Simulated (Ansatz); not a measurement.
# BGeN (triplet): wave-function methods side by side at a displaced geometry (v1), cc-pVDZ

How much of the correlation energy of BGeN (triplet) does each wave-function method recover here?

Computed with Ansatz 0.2.0, Gaussian basis. Level: cc-pVDZ, core rule «outside noble gas», up to 16 orbitals frozen.

The runs, in order: UHF; CCSD(T) on ROHF; CCSD(T) on UHF; BCCD(T) on ROHF; CISD as a restricted active space (open shells left free, so some higher excitations enter); CCSDT(Q) on ROHF; CCSDT(Q) on UHF.

29 further runs of the same task are left out: 8 for a known fault of the program, 9 that didn't finish, 12 set aside as unsound or not needed. Runs told in other sessions of the task aren't counted.

**1. What is computed**

The geometry is a PBE0/def2-TZVP stationary point (not a proven minimum) with its atoms shifted at random (size 0.040 Å). No spin-orbit coupling is included. The filled d shell of Ge may be among the frozen orbitals whatever the setting's name suggests.

3 atoms, charge 0, spin multiplicity 3.

Atoms are counted from 1 here; the program's logs count them from 0.

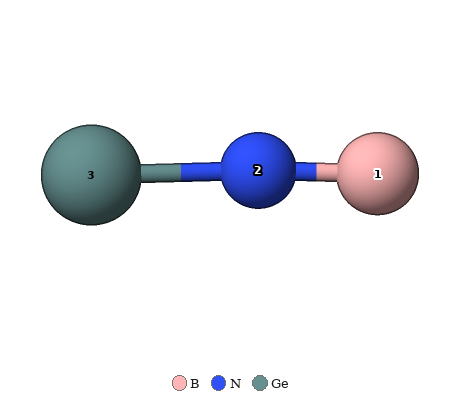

The structure; boron pink, nitrogen blue, germanium teal; atoms are numbered from 1 in the order of the file.

In the tables R marks a restricted open-shell determinant and U an unrestricted one; energies count from the table's Hartree-Fock row.

**2. UHF**

in.yaml

```yaml
crystal:
  periodic: [false, false, false]
  atoms:
    - {symbol: B, position_ang: [-0.015433, -0.009008, -1.422960]}
    - {symbol: N, position_ang: [-0.016266, -0.025151, -0.167213]}
    - {symbol: Ge, position_ang: [0.031698, 0.034159, 1.590173]}
basis:
  gaussian: {orbitals: cc-pVDZ}
magnetization: {spin_polarized: true, initial_magnetization: 2}
hamiltonian: {xc: hf}
output: {orbitals: {seedname: orbitals}}
```

Command:

```bash
$ ansatz run in.yaml --threads 1 --pin off --events-out ev --progress --plain --max-ram 2393MiB
```

Log:

```text
Functional definition: HF
  name "HF"
  cite "Fock, Z. Phys. 61, 126 (1930) doi:10.1007/BF01340294"
  parent pbe
  exchange = exact_x
  correlation = 0
598 factors; integrals over basis functions are off by at most 1.2e-3 eV
mean field evaluation 1: about -58620.1462 eV, gradient 2.5e1 eV
mean field evaluation 2: about -58620.2482 eV, gradient 2.5e1 eV
mean field evaluation 4: about -58623.9346 eV, gradient 3.9e0 eV
mean field evaluation 8: about -58624.4029 eV, gradient 5.0e-1 eV
mean field evaluation 16: about -58624.4333 eV, gradient 3.4e-5 eV
mean field evaluation 32: about -58624.4021 eV, gradient 1.0e0 eV
mean field evaluation 64: about -58624.4322 eV, gradient 2.5e-3 eV
mean field evaluation 96: about -58621.7202 eV, gradient 7.9e0 eV
mean field evaluation 128: about -58624.4161 eV, gradient 6.7e-1 eV
mean field evaluation 160: about -58620.6136 eV, gradient 1.3e1 eV
mean field evaluation 192: about -58624.4321 eV, gradient 1.3e-2 eV
mean field evaluation 224: about -58623.8024 eV, gradient 3.9e0 eV
mean field evaluation 256: about -58620.0534 eV, gradient 7.5e0 eV
mean field -58624.43330132 eV, -2154.4081867553 hartree, gradient 5.2e-6 eV, S^2 2.122955; 3 other end points of the search recorded, 0 dependent functions left out
reference -58624.43330132 eV, -2154.4081867553 hartree; 23, 21 occupied and 32, 34 virtual orbitals, 598 factors
Total energy: -58624.43330132 eV, -2154.4081867553 hartree
```

It took 8.5 s on 1 thread of Arm Neoverse N1, shared host.

From the report: ⟨S²⟩ of the determinant 2.123 (pure triplet: 2.00).

**3. CCSD(T) on ROHF**

Edit in.yaml of step 2 so:

```diff
@@ -8,4 +8,4 @@
   gaussian: {orbitals: cc-pVDZ}
-magnetization: {spin_polarized: true, initial_magnetization: 2}
-hamiltonian: {xc: hf}
-output: {orbitals: {seedname: orbitals}}
+magnetization: {spin_polarized: false, initial_magnetization: 2}
+correlation: {method: ccsd_t, electrons: outside_noble_gas}
+output: {forces: true}
```

Same command.

Log (excerpt; [...] marks lines left out):

```text
Functional definition: HF
  name "HF"
  cite "Fock, Z. Phys. 61, 126 (1930) doi:10.1007/BF01340294"
  parent pbe
[...]
598 factors; integrals over basis functions are off by at most 1.2e-3 eV
[...]
mean field -58624.13884964 eV, -2154.3973658557 hartree, gradient 7.8e-11 eV, S^2 2.000000; 16 other end points of the search recorded, 0 dependent functions left out
[...]
determinant -58624.13884964 eV, -2154.3973658557 hartree, with singles and doubles -58632.10736585 eV, -2154.6902034254 hartree
determinant -58624.13802132 eV, -2154.3973354157 hartree, with singles and doubles -58632.10626011 eV, -2154.6901627899 hartree
determinant -58621.67025213 eV, -2154.3066465707 hartree, with singles and doubles -58629.11964727 eV, -2154.5804067924 hartree
determinant -58621.66650413 eV, -2154.3065088340 hartree, with singles and doubles -58629.11564923 eV, -2154.5802598673 hartree
[...]
16 core orbitals not correlated: weight in the atoms' cores, before any rotation towards them, 0.998 or more for the frozen orbitals, at most 0.002 for the correlated occupied ones
reference -58624.13884964 eV, -2154.3973658557 hartree; 7, 5 occupied and 32, 34 virtual orbitals, 598 factors
second order -7.35231592 eV of doubles, -0.09670200 eV of singles
cycle   1  -7.96924959 eV  change   -1.5e-6 eV  update   2.8e-6
[...]
cycle   7  -7.96924808 eV  change  -2.7e-10 eV  update  7.2e-10
perturbative correction -0.35198125 eV, -0.0129350724 hartree
[...]
Total energy: -58632.46007897 eV, -2154.7031653933 hartree
Atom 0 at    -0.015433    -0.009008    -1.422960 Å, force    -0.009505     0.015366    -2.656383 eV/Å
Atom 1 at    -0.016266    -0.025151    -0.167213 Å, force    -0.042124    -0.075743     0.469736 eV/Å
Atom 2 at     0.031698     0.034159     1.590173 Å, force     0.051629     0.060376     2.186647 eV/Å
Dipole moment:     0.003655     0.006645    -0.046940 e Å
```

Wall time 52 s (1 thread of Arm Neoverse N1, shared host).

From the report: correlation -8.3212 eV; T1 0.034; largest double amplitude 0.07.

**4. CCSD(T) on UHF**

Edit in.yaml of step 3 so:

```diff
@@ -8,3 +8,3 @@
   gaussian: {orbitals: cc-pVDZ}
-magnetization: {spin_polarized: false, initial_magnetization: 2}
+magnetization: {spin_polarized: true, initial_magnetization: 2}
 correlation: {method: ccsd_t, electrons: outside_noble_gas}
```

Same command.

Log (excerpt; [...] marks lines left out):

```text
Functional definition: HF
  name "HF"
  cite "Fock, Z. Phys. 61, 126 (1930) doi:10.1007/BF01340294"
  parent pbe
[...]
598 factors; integrals over basis functions are off by at most 1.2e-3 eV
[...]
mean field -58624.43330132 eV, -2154.4081867553 hartree, gradient 1.8e-10 eV, S^2 2.122955; 16 other end points of the search recorded, 0 dependent functions left out
determinant -58624.43330132 eV, -2154.4081867553 hartree, with singles and doubles -58632.11658017 eV, -2154.6905420452 hartree
determinant -58624.43209848 eV, -2154.4081425517 hartree, with singles and doubles -58632.11546037 eV, -2154.6905008933 hartree
determinant -58621.86971444 eV, -2154.3139766751 hartree, with singles and doubles -58629.12648140 eV, -2154.5806579420 hartree
determinant -58621.86859387 eV, -2154.3139354952 hartree, with singles and doubles -58629.12572481 eV, -2154.5806301382 hartree
[...]
16 core orbitals not correlated: weight in the atoms' cores, before any rotation towards them, 0.997 or more for the frozen orbitals, at most 0.003 for the correlated occupied ones
reference -58624.43330132 eV, -2154.4081867553 hartree; 7, 5 occupied and 32, 34 virtual orbitals, 598 factors
second order -7.07308645 eV of doubles, -0.00000000 eV of singles
cycle   1  -7.68617017 eV  change    1.6e-6 eV  update   3.7e-6
[...]
cycle   7  -7.68616534 eV  change   6.9e-11 eV  update  7.8e-10
perturbative correction -0.33339160 eV, -0.0122519155 hartree
[...]
Total energy: -58632.45285826 eV, -2154.7029000372 hartree
Atom 0 at    -0.015433    -0.009008    -1.422960 Å, force    -0.009555     0.014179    -2.562379 eV/Å
Atom 1 at    -0.016266    -0.025151    -0.167213 Å, force    -0.042134    -0.074632     0.373880 eV/Å
Atom 2 at     0.031698     0.034159     1.590173 Å, force     0.051688     0.060453     2.188499 eV/Å
Dipole moment:     0.003598     0.006633    -0.054058 e Å
```

Run time: 55 s. Hardware: 1 thread of Arm Neoverse N1, shared host.

From the report: ⟨S²⟩ of the determinant 2.123 (pure triplet: 2.00); correlation -8.0196 eV; T1 0.030; largest double amplitude 0.07.

**5. BCCD(T) on ROHF**

Edit in.yaml of step 4 so:

```diff
@@ -8,4 +8,3 @@
   gaussian: {orbitals: cc-pVDZ}
-magnetization: {spin_polarized: true, initial_magnetization: 2}
-correlation: {method: ccsd_t, electrons: outside_noble_gas}
-output: {forces: true}
+magnetization: {spin_polarized: false, initial_magnetization: 2}
+correlation: {method: bccd_t, electrons: outside_noble_gas}
```

The command is unchanged.

Log (excerpt; [...] marks lines left out):

```text
Functional definition: HF
  name "HF"
  cite "Fock, Z. Phys. 61, 126 (1930) doi:10.1007/BF01340294"
  parent pbe
[...]
598 factors; integrals over basis functions are off by at most 1.2e-3 eV
[...]
mean field -58624.13884964 eV, -2154.3973658557 hartree, gradient 7.8e-11 eV, S^2 2.000000; 16 other end points of the search recorded, 0 dependent functions left out
[...]
determinant -58624.13884964 eV, -2154.3973658557 hartree, with singles and doubles -58632.10736585 eV, -2154.6902034254 hartree
determinant -58624.13802132 eV, -2154.3973354157 hartree, with singles and doubles -58632.10626011 eV, -2154.6901627899 hartree
determinant -58621.67025213 eV, -2154.3066465707 hartree, with singles and doubles -58629.11964727 eV, -2154.5804067924 hartree
determinant -58621.66650413 eV, -2154.3065088340 hartree, with singles and doubles -58629.11564923 eV, -2154.5802598673 hartree
[...]
determinant -58621.42686085 eV, -2154.2977021059 hartree, with singles and doubles -58628.89694809 eV, -2154.5722227486 hartree
determinant -58624.13884964 eV, -2154.3973658557 hartree, with singles and doubles -58632.10809772 eV, -2154.6902303208 hartree
determinant -58624.13802132 eV, -2154.3973354157 hartree, with singles and doubles -58632.10699247 eV, -2154.6901897039 hartree
[...]
16 core orbitals not correlated: weight in the atoms' cores, before any rotation towards them, 0.998 or more for the frozen orbitals, at most 0.002 for the correlated occupied ones
reference -58624.13884964 eV, -2154.3973658557 hartree; 7, 5 occupied and 32, 34 virtual orbitals, 598 factors
second order -7.35231592 eV of doubles, -0.09670200 eV of singles
cycle   1  -7.93782477 eV  change    3.1e-2 eV  update   2.0e-2
[...]
cycle  10  -7.94604675 eV  change    7.5e-6 eV  update   1.3e-5
perturbative correction -0.37318648 eV, -0.0137143500 hartree
Total energy: -58632.45808287 eV, -2154.7030920378 hartree
```

Run time: 44 s. Hardware: 1 thread of Arm Neoverse N1, shared host.

From the report: correlation -8.3192 eV; largest double amplitude 0.06.

**6. CISD as a restricted active space (open shells left free, so some higher excitations enter)**

Edit in.yaml of step 5 so:

```diff
@@ -9,2 +9,2 @@
 magnetization: {spin_polarized: false, initial_magnetization: 2}
-correlation: {method: bccd_t, electrons: outside_noble_gas}
+correlation: {active_space: {ras: {orbitals: [5, 2, 32], electrons: 12, max_holes: 2, max_particles: 2}, fixed_orbitals: true}}
```

Same command.

Log (excerpt; [...] marks lines left out):

```text
Functional definition: HF
  name "HF"
  cite "Fock, Z. Phys. 61, 126 (1930) doi:10.1007/BF01340294"
  parent pbe
[...]
598 factors; integrals over basis functions are off by at most 1.2e-3 eV
[...]
mean field -58624.13884964 eV, -2154.3973658557 hartree, gradient 7.8e-11 eV, S^2 2.000000; 12 other end points of the search recorded, 0 dependent functions left out
reference -58624.13884964 eV, -2154.3973658557 hartree; 23, 21 occupied and 32, 34 virtual orbitals, 598 factors
state -58631.35520967 eV, -2154.6625621953 hartree
Total energy: -58631.35520967 eV, -2154.6625621953 hartree
```

It took 18 s on 1 thread of Arm Neoverse N1, shared host.

From the report: 113,272 determinants.

**7. CCSDT(Q) on ROHF**

Edit in.yaml of step 6 so:

```diff
@@ -9,2 +9,2 @@
 magnetization: {spin_polarized: false, initial_magnetization: 2}
-correlation: {active_space: {ras: {orbitals: [5, 2, 32], electrons: 12, max_holes: 2, max_particles: 2}, fixed_orbitals: true}}
+correlation: {method: ccsdt_q, electrons: outside_noble_gas}
```

Launched as before.

Log (excerpt; [...] marks lines left out):

```text
Functional definition: HF
  name "HF"
  cite "Fock, Z. Phys. 61, 126 (1930) doi:10.1007/BF01340294"
  parent pbe
[...]
1043 factors; integrals over basis functions are off by at most 2.1e-7 eV
[...]
mean field -58624.13902322 eV, -2154.3973722347 hartree, gradient 1.9e-10 eV, S^2 2.000000; 14 other end points of the search recorded, 0 dependent functions left out
[...]
determinant -58624.13902322 eV, -2154.3973722347 hartree, with singles and doubles -58632.10753700 eV, -2154.6902097149 hartree
determinant -58624.13819488 eV, -2154.3973417939 hartree, with singles and doubles -58632.10643149 eV, -2154.6901690879 hartree
determinant -58621.67041999 eV, -2154.3066527392 hartree, with singles and doubles -58629.11982208 eV, -2154.5804132167 hartree
determinant -58621.66667184 eV, -2154.3065149972 hartree, with singles and doubles -58629.11582414 eV, -2154.5802662952 hartree
[...]
determinant -58621.42703355 eV, -2154.2977084525 hartree, with singles and doubles -58628.89712412 eV, -2154.5722292178 hartree
determinant -58624.13902322 eV, -2154.3973722347 hartree, with singles and doubles -58632.10826857 eV, -2154.6902365995 hartree
determinant -58624.13819488 eV, -2154.3973417939 hartree, with singles and doubles -58632.10716384 eV, -2154.6901960014 hartree
16 core orbitals not correlated: weight in the atoms' cores, before any rotation towards them, 0.998 or more for the frozen orbitals, at most 0.002 for the correlated occupied ones
reference -58624.13902322 eV, -2154.3973722347 hartree; 7, 5 occupied and 32, 34 virtual orbitals, 1043 factors
second order -7.35231955 eV of doubles, -0.09670216 eV of singles
cycle   1  -7.52981834 eV  change   -7.7e-2 eV  update   1.2e-1
[...]
cycle  21  -8.34607078 eV  change    5.5e-7 eV  update   1.1e-6
perturbative correction -0.03100407 eV, -0.0011393785 hartree
Total energy: -58632.51609807 eV, -2154.7052240572 hartree
```

It took 2 min on 1 thread of Arm Neoverse N1, shared host; peak memory 0.59 GiB.

From the report: correlation -8.3771 eV; T1 0.034; largest double amplitude 0.08.

**8. CCSDT(Q) on UHF**

Edit in.yaml of step 7 so:

```diff
@@ -8,3 +8,3 @@
   gaussian: {orbitals: cc-pVDZ}
-magnetization: {spin_polarized: false, initial_magnetization: 2}
+magnetization: {spin_polarized: true, initial_magnetization: 2}
 correlation: {method: ccsdt_q, electrons: outside_noble_gas}
```

Launched as before.

Log (excerpt; [...] marks lines left out):

```text
Functional definition: HF
  name "HF"
  cite "Fock, Z. Phys. 61, 126 (1930) doi:10.1007/BF01340294"
  parent pbe
[...]
1043 factors; integrals over basis functions are off by at most 2.1e-7 eV
[...]
mean field -58624.43347570 eV, -2154.4081931637 hartree, gradient 2.2e-10 eV, S^2 2.122956; 16 other end points of the search recorded, 0 dependent functions left out
determinant -58624.43347570 eV, -2154.4081931637 hartree, with singles and doubles -58632.11675186 eV, -2154.6905483548 hartree
determinant -58624.43227283 eV, -2154.4081489592 hartree, with singles and doubles -58632.11563081 eV, -2154.6905071570 hartree
determinant -58621.86988256 eV, -2154.3139828535 hartree, with singles and doubles -58629.12665640 eV, -2154.5806643732 hartree
determinant -58621.86876199 eV, -2154.3139416734 hartree, with singles and doubles -58629.12589919 eV, -2154.5806365465 hartree
[...]
determinant -58621.61158664 eV, -2154.3044906537 hartree, with singles and doubles -58628.90892485 eV, -2154.5726628866 hartree
determinant -58624.43347570 eV, -2154.4081931637 hartree, with singles and doubles -58632.11964422 eV, -2154.6906546470 hartree
determinant -58624.43227283 eV, -2154.4081489592 hartree, with singles and doubles -58632.11852162 eV, -2154.6906133923 hartree
16 core orbitals not correlated: weight in the atoms' cores, before any rotation towards them, 0.997 or more for the frozen orbitals, at most 0.003 for the correlated occupied ones
reference -58624.43347570 eV, -2154.4081931637 hartree; 7, 5 occupied and 32, 34 virtual orbitals, 1043 factors
second order -7.07308807 eV of doubles, -0.00000000 eV of singles
cycle   1  -7.21430039 eV  change   -1.4e-1 eV  update   1.1e-1
[...]
cycle  21  -8.05413495 eV  change   -3.4e-7 eV  update   1.2e-6
perturbative correction -0.03570081 eV, -0.0013119805 hartree
Total energy: -58632.52331145 eV, -2154.7054891442 hartree
```

Wall time 1.8 min (1 thread of Arm Neoverse N1, shared host); peak memory 0.47 GiB.

From the report: ⟨S²⟩ of the determinant 2.123 (pure triplet: 2.00); correlation -8.0898 eV; T1 0.033; largest double amplitude 0.07.

**9. The ladder**

The yardstick is UCCSDT(Q), where the cluster series has nearly closed. Rows without a time are mean-field rows or come out of runs for another level: lower rungs of the coupled-cluster runs, or the Hartree-Fock search. The times of RCCSD(T), UCCSD(T) include forces.

Differences are taken before rounding.

```csv
method,energy from the lowest ROHF (meV),from UCCSDT(Q) (meV),time
ROHF,0.0,+8384.5,
UHF,-294.5,+8090.0,
RMP2,-7449.0,+935.4,
UMP2,-7367.5,+1016.9,
RCCSD,-7969.2,+415.2,
UCCSD,-7980.6,+403.8,
RCCSD(T),-8321.2,+63.2,52 s
UCCSD(T),-8314.0,+70.5,55 s
BCCD(T),-8319.2,+65.2,44 s
RCCSDT,-8346.2,+38.2,
UCCSDT,-8348.8,+35.7,
RCCSDT(Q),-8377.2,+7.2,2 min
UCCSDT(Q),-8384.5,0,1.8 min
```

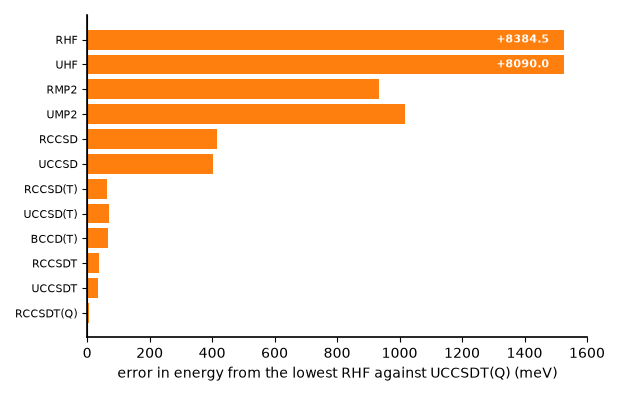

Deviations from UCCSDT(Q), method by method. Bars with a number in them are cut short.

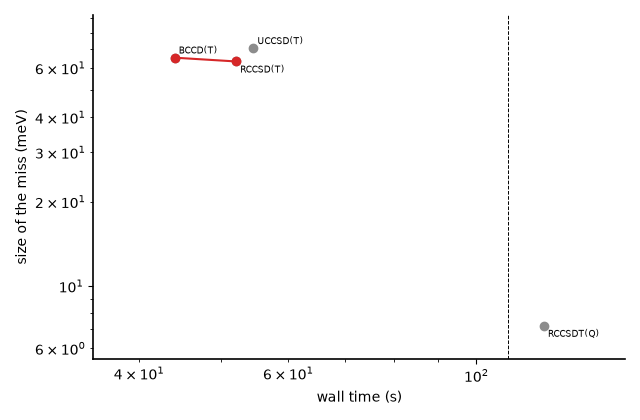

Accuracy for the time spent; red marks the levels that beat every quicker one drawn (of those quicker than the yardstick), and the dashed line is the time of UCCSDT(Q). Times are from a shared host.

Not comparable, so not listed: CISD as a restricted active space (open shells left free, so some higher excitations enter) (they don't share determinant, frozen orbitals or solution with the rows shown, or repeat one).

**10. Summary of results**

| quantity | value |
| --- | --- |
| UCCSDT(Q) from the ROHF energy | -8.3845 eV |
| RMP2 from UCCSDT(Q) | +935.4 meV |
| UMP2 from UCCSDT(Q) | +1016.9 meV |
| RCCSD from UCCSDT(Q) | +415.2 meV |
| RCCSD(T) from UCCSDT(Q) | +63.2 meV |
| UCCSD(T) from UCCSDT(Q) | +70.5 meV |
| RCCSDT(Q) from UCCSDT(Q) | +7.2 meV |
| levels within 1 kcal/mol (43 meV) | RCCSDT, UCCSDT, RCCSDT(Q) |
| T1 diagnostic | 0.034 |

What this shows: RCCSD(T) misses by +63.2 meV, 0.8 % of the correlation energy. These misses are within one basis, not against nature; the frozen cores of restricted and unrestricted runs differ, which can shift their rows.

For cost: RCCSD(T) gets within 63.2 meV in 52 s, where UCCSDT(Q) took 1.8 min; the quickest level in the cost chart, BCCD(T), takes 44 s and misses by 65.2 meV.
